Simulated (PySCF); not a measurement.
## Two runs on C$_{4}$H$_{10}$ClFSi

System: C$_{4}$H$_{10}$ClFSi (TMS-CHClF).
Method of run 1: GIAO wB97X-D/pcSseg-2 NMR shielding, non-relativistic, gas phase (PySCF 2.14.0).

The geometry comes from this level: PBE0-D3(BJ)/def2-TZVP. Text and figures count atoms from 1; the logs count them from 0 in places.

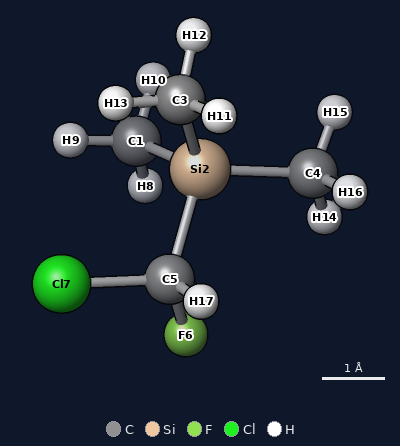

Fig. 1: The input geometry (ball-and-stick view, seen at a tilt; atoms are numbered from 1 in the order of the input).

**The input, run 1**
```
{"job": {"kind": "nmr", "xc": "wB97X-D", "basis": "pcSseg-2", "pop": false}, "charge": 0, "multiplicity": 1}
C     -0.859190    -0.617087    -1.546105
Si     0.066902    -0.059351    -0.028158
C      1.569198     0.964346    -0.453359
C      0.515057    -1.502298     1.072011
C     -1.112249     1.053576     0.994368
F     -2.220021     0.345442     1.394951
Cl    -1.650309     2.454110     0.023026
H     -1.775696    -1.143781    -1.270032
H     -1.132553     0.235589    -2.170821
H     -0.244722    -1.296108    -2.143369
H      2.114778     1.265925     0.444475
H      2.255614     0.392393    -1.083183
H      1.283840     1.867045    -0.997768
H     -0.375647    -2.061239     1.368214
H      1.185902    -2.189357     0.548902
H      1.024415    -1.167569     1.979348
H     -0.659271     1.483949     1.890953
```

The first line tells a small driver script what to run in PySCF; the rest is the geometry in Å.

Command:
```bash
OMP_NUM_THREADS=2 python <driver script> task.json out
```

Hardware: 2 CPU threads, shared host.

**Output (run 1)**
```
coarse grid: 14880 points
cycle   1  E = -1007.9645879869  dE =  5.878e-01  |g| = 6.790e-01  |ddm| = 2.719e+00
cycle   2  E = -1007.9624661819  dE =  2.122e-03  |g| = 7.644e-01  |ddm| = 7.675e-01
cycle   3  E = -1008.0595706406  dE = -9.710e-02  |g| = 7.265e-02  |ddm| = 3.843e-01
cycle   4  E = -1008.0604722397  dE = -9.016e-04  |g| = 3.353e-02  |ddm| = 6.088e-02
cycle   5  E = -1008.0606943868  dE = -2.221e-04  |g| = 6.654e-03  |ddm| = 2.738e-02
cycle   6  E = -1008.0607055990  dE = -1.121e-05  |g| = 2.420e-03  |ddm| = 1.025e-02
cycle   7  E = -1008.0607073770  dE = -1.778e-06  |g| = 6.185e-04  |ddm| = 2.945e-03
final grid: 133832 points
cycle   8  E = -1008.0807126616  dE = -3.965e-04  |g| = 1.206e-02  |ddm| = 5.037e-02
cycle   9  E = -1008.0807175922  dE = -4.931e-06  |g| = 1.178e-02  |ddm| = 1.304e-02
cycle  10  E = -1008.0807399962  dE = -2.240e-05  |g| = 1.483e-03  |ddm| = 5.520e-03
cycle  11  E = -1008.0807402924  dE = -2.962e-07  |g| = 6.392e-04  |ddm| = 1.044e-03
cycle  12  E = -1008.0807403698  dE = -7.741e-08  |g| = 6.105e-05  |ddm| = 4.104e-04
cycle  13  E = -1008.0807403710  dE = -1.251e-09  |g| = 1.770e-05  |ddm| = 1.055e-04
cycle  14  E = -1008.0807403712  dE = -1.401e-10  |g| = 7.008e-06  |ddm| = 3.636e-05
converged SCF energy = -1008.0807403712

GIAO shielding tensors (ppm)
atom      isotropic    diamagn.    paramagn.     s11        s22        s33       span
  0 C      193.143     246.679     -53.536    189.328    191.430    198.669      9.341
  1 Si     336.465     879.244    -542.779    322.884    336.018    350.494     27.609
  2 C      190.104     247.343     -57.239    186.787    189.315    194.211      7.424
  3 C      189.777     247.149     -57.372    186.208    188.214    194.909      8.701
  4 C       75.620     246.135    -170.515     33.853     69.038    123.970     90.116
  5 F      368.721     467.858     -99.136    275.861    341.625    488.678    212.816
  6 Cl     751.782    1147.209    -395.427    438.680    802.764   1013.903    575.222
  7 H       31.327      30.787       0.539     27.104     28.868     38.009     10.905
  8 H       31.094      30.887       0.207     26.163     29.784     37.335     11.171
  9 H       31.751      31.131       0.620     27.515     28.870     38.869     11.354
 10 H       31.685      31.319       0.366     27.712     28.735     38.608     10.897
 11 H       31.641      31.203       0.438     27.497     28.795     38.631     11.134
 12 H       31.302      31.214       0.089     26.362     30.334     37.211     10.848
 13 H       31.247      30.967       0.281     26.833     29.279     37.630     10.797
 14 H       31.568      31.145       0.423     27.400     28.930     38.372     10.972
 15 H       31.602      31.245       0.356     27.415     28.846     38.545     11.130
 16 H       25.544      30.283      -4.738     22.779     25.882     27.971      5.192
```

The input of run 2 differs as follows (lines with − go, lines with + come):
```diff
+"solvent": "chloroform"
```

Predict how the results change.

The total energy of run 2 is 2.8 kcal/mol lower: the change of the electrostatic solvation energy at this fixed geometry, without cavity or dispersion terms. The LUMO goes from 1.91 to 2.14 eV. The dipole moment goes from 2.61 to 3.13 D. Of all shieldings, the largest change is that of Cl7, by +9.4 ppm. The reaction field of the continuum polarises the molecule further, so the dipole moment is larger in solution. The SCF takes 13 iterations against 14.

**Output (run 2)**
```
coarse grid: 14880 points
cycle   1  E = -1007.9720985764  dE =  5.807e-01  |g| = 6.709e-01  |ddm| = 2.718e+00
cycle   2  E = -1007.9742495646  dE = -2.151e-03  |g| = 7.374e-01  |ddm| = 6.960e-01
cycle   3  E = -1008.0640971147  dE = -8.985e-02  |g| = 7.003e-02  |ddm| = 3.456e-01
cycle   4  E = -1008.0649138388  dE = -8.167e-04  |g| = 3.339e-02  |ddm| = 5.899e-02
cycle   5  E = -1008.0651297483  dE = -2.159e-04  |g| = 5.788e-03  |ddm| = 2.637e-02
cycle   6  E = -1008.0651390303  dE = -9.282e-06  |g| = 2.079e-03  |ddm| = 9.682e-03
final grid: 133832 points
cycle   7  E = -1008.0851183551  dE = -3.956e-04  |g| = 1.179e-02  |ddm| = 4.995e-02
cycle   8  E = -1008.0851231450  dE = -4.790e-06  |g| = 1.145e-02  |ddm| = 1.194e-02
cycle   9  E = -1008.0851429541  dE = -1.981e-05  |g| = 1.356e-03  |ddm| = 4.858e-03
cycle  10  E = -1008.0851432013  dE = -2.472e-07  |g| = 6.126e-04  |ddm| = 1.005e-03
cycle  11  E = -1008.0851432761  dE = -7.475e-08  |g| = 6.104e-05  |ddm| = 4.074e-04
cycle  12  E = -1008.0851432777  dE = -1.635e-09  |g| = 2.823e-05  |ddm| = 1.178e-04
cycle  13  E = -1008.0851432780  dE = -2.563e-10  |g| = 1.054e-05  |ddm| = 4.191e-05
converged SCF energy = -1008.0851432780

GIAO shielding tensors (ppm)
atom      isotropic    diamagn.    paramagn.     s11        s22        s33       span
  0 C      193.820     246.890     -53.070    189.876    192.166    199.418      9.542
  1 Si     335.286     879.136    -543.850    321.300    336.247    348.310     27.010
  2 C      190.796     247.337     -56.541    187.398    189.913    195.079      7.681
  3 C      190.536     247.115     -56.579    186.921    188.907    195.779      8.858
  4 C       74.576     246.543    -171.967     33.473     67.536    122.719     89.246
  5 F      371.631     468.252     -96.621    277.138    344.574    493.180    216.041
  6 Cl     761.208    1147.346    -386.137    452.195    812.489   1018.941    566.746
  7 H       31.347      30.852       0.495     27.116     28.870     38.053     10.938
  8 H       31.150      30.980       0.170     26.219     29.828     37.403     11.184
  9 H       31.598      30.992       0.606     27.292     28.689     38.812     11.519
 10 H       31.573      31.213       0.360     27.531     28.602     38.585     11.053
 11 H       31.526      31.078       0.448     27.318     28.649     38.611     11.293
 12 H       31.374      31.268       0.106     26.411     30.408     37.302     10.891
 13 H       31.286      30.993       0.293     26.831     29.315     37.710     10.879
 14 H       31.461      31.019       0.442     27.231     28.795     38.357     11.126
 15 H       31.501      31.145       0.356     27.242     28.726     38.536     11.294
 16 H       25.297      29.991      -4.694     22.587     25.577     27.726      5.138
```

**The two runs side by side**

```tsv
quantity	run 1	run 2
outcome	converged	converged
total energy (hartree)	−1008.080740	−1008.085143
HOMO (eV)	−9.80	−9.79
LUMO (eV)	1.91	2.14
dipole moment (D)	2.61	3.13
shielding of C1 (ppm)	193.1	193.8
shielding of Si2 (ppm)	336.5	335.3
shielding of C3 (ppm)	190.1	190.8
shielding of C4 (ppm)	189.8	190.5
shielding of C5 (ppm)	75.6	74.6
shielding of F6 (ppm)	368.7	371.6
shielding of Cl7 (ppm)	751.8	761.2
SCF iterations	14	13
basis functions	406	406
wall time (shared host)	2.7 min	3 min
```
